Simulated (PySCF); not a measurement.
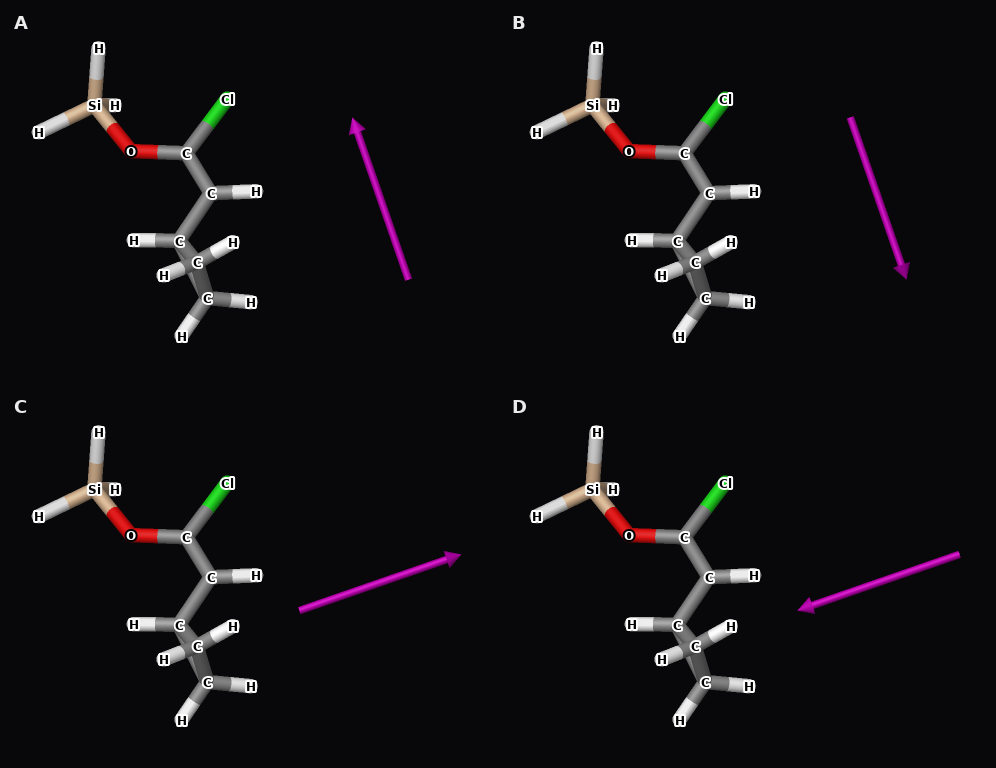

The same molecule four times, each with an arrow. The computed structure is the end point of a GFN2-xTB optimisation. No frequency run is at hand to confirm it as a minimum. Method: PBE0/pcSseg-1, gas phase (PySCF 2.14.0).

**Which arrow points along the dipole moment, from the negative to the positive end?**

D. The dipole moment is 0.90 D.

The geometry is semi-empirical. Around Si such bond lengths and angles can be off by a tenth of an ångström or more and by several degrees, and values that hang on the shape move with them.
